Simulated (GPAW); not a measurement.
**[BCl2]+ (SMILES Cl[B+]Cl) at PBE/szp(dzp) (scalar-relativistic datasets)**

Wanted: a geometry optimisation of [BCl2]+. Input form: an ASE script.

The results are computed with GPAW 26.7.0.

11 further runs of the same task are left out: 1 for a known fault of the program, 3 that didn't finish, 7 set aside as unsound or not needed.

## 1. The structure to begin with

[BCl2]+ has 3 atoms, charge +1, and is taken as a singlet. SMILES: `Cl[B+]Cl`. All atoms were displaced at random from a relaxed shape. The run starts from this shape.

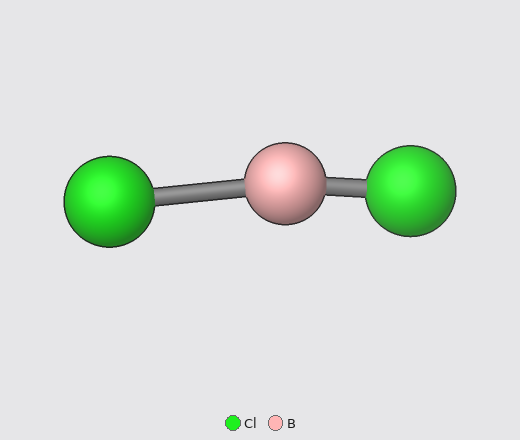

Viewed from a chosen angle; chlorine green, boron pink.

## 2. A structure relaxation at PBE/szp(dzp) (scalar-relativistic datasets)

The input, gs.py:

```python
import numpy as np
from ase import Atoms
from ase.io import write
from ase.optimize import BFGSLineSearch
from ase.units import Bohr
from gpaw import GPAW

positions_bohr = np.array(
              [[ -2.343880,   1.423568,  -1.148046],
               [ -0.279152,   0.393038,  -0.146626],
               [  2.404149,  -1.599691,   0.942289]])
system = Atoms(["Cl", "B", "Cl"], positions=positions_bohr * Bohr)
system.center(vacuum=5.0)

gpaw_calc = GPAW(mode="lcao",
                 basis="szp(dzp)",
                 h=0.22,
                 xc="PBE",
                 charge=1,
                 nbands="150%",
                 convergence={"energy": 0.001, "density": 0.001, "eigenstates": 1e-06},
                 maxiter=80,
                 symmetry="off",
                 txt="gs.txt")
system.calc = gpaw_calc

opt = BFGSLineSearch(system, trajectory="gs.traj")
converged = opt.run(fmax=0.03, steps=100)
print("Converged:", converged)
print(f"Final energy: {system.get_potential_energy():.5f} eV")
print(f"r(B1-Cl0)               {system.get_distance(1, 0):.4f} Ang")
print(f"r(Cl2-B1): {system.get_distance(2, 1):.4f} Ang")
write("relaxed.xyz", system)
```

The run is started by

```bash
$ python gs.py
```

Q: Predict the results. Wanted: energy as printed; HOMO energy; LUMO energy; HOMO–LUMO gap.

Computed results:

At PBE/szp(dzp) (scalar-relativistic datasets):

| quantity | value |
| --- | --- |
| energy as printed (from the program's reference atoms) | 0.3642 eV |
| HOMO energy | -16.57 eV |
| LUMO energy | -10.91 eV |
| HOMO–LUMO gap | 5.66 eV |

At the final geometry: Bond lengths: Cl1–B2 1.705 Å, B2–Cl3 1.706 Å. Angles: Cl1–B2–Cl3 179.6°. The optimisation took 7 steps and changed the energy by -4.453 eV.
